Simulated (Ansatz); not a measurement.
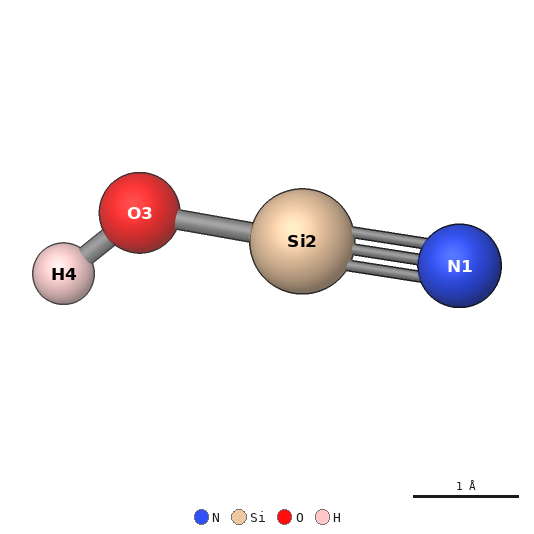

The picture comes from a calculation with Ansatz.

Orthographic view. Distant atoms are faded towards the background colour. Geometry: moved along internal coordinates away from the minimum.

Write a MOL file (V2000) with the atoms in numerical order, bonds sorted by atom number with the orders drawn, and coordinates in the frame of the picture: x right, y up, z towards the viewer, origin at the mean position.

```
HNOSi
                    3D

  4  3  0  0  0  0  0  0  0  0999 V2000
    2.0800   -0.1700    0.5000 N   0  0  0  0  0  0  0  0  0  0  0  0
    0.5800    0.0700    0.1500 Si  0  0  0  0  0  4  0  0  0  0  0  0
   -0.9700    0.3400   -0.2000 O   0  0  0  0  0  0  0  0  0  0  0  0
   -1.7000   -0.2400   -0.4500 H   0  0  0  0  0  0  0  0  0  0  0  0
  1  2  3  0
  2  3  1  0
  3  4  1  0
M  END
```
